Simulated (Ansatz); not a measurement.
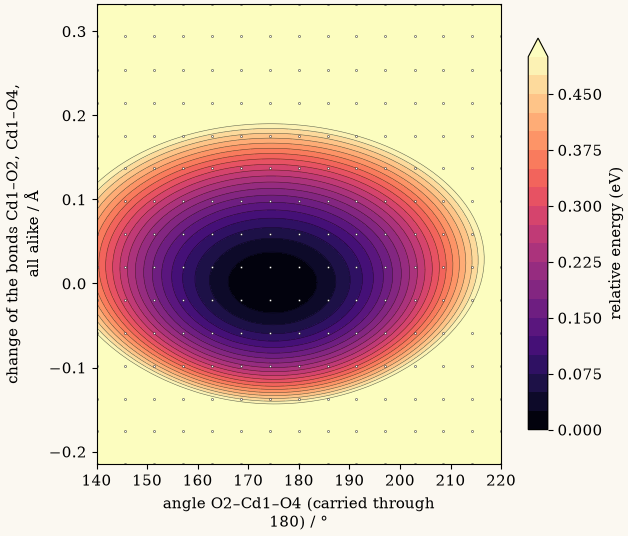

Cd(OH)2. Coordinates scanned: (1) angle O2–Cd1–O4 (carried through 180); (2) change of the bonds Cd1–O2, Cd1–O4, all alike. Nothing is relaxed (all other coordinates rigid). Grid: 15 × 15 points. Points are written as (first, second). Energies: eV, counted from the relaxed molecule at the same level. These are results of RKS PBE0-D4/def2-TZVP (Ansatz 0.2.0), not measurements.

In the figure: filled contours, dots at the grid points, one colour for all values above the top of the scale. Between grid points the surface is interpolated.

Q: Where is the minimum, and how stiff is the well along each coordinate?

A: The interpolated minimum is at the first coordinate ≈ 174.8°, the second coordinate ≈ 0.000 Å. The curvatures there are about 2.1 eV/rad² and 38 eV/Å², with a cross term of about 0 eV/(rad·Å). Round the minimum the two coordinates are nearly uncoupled.
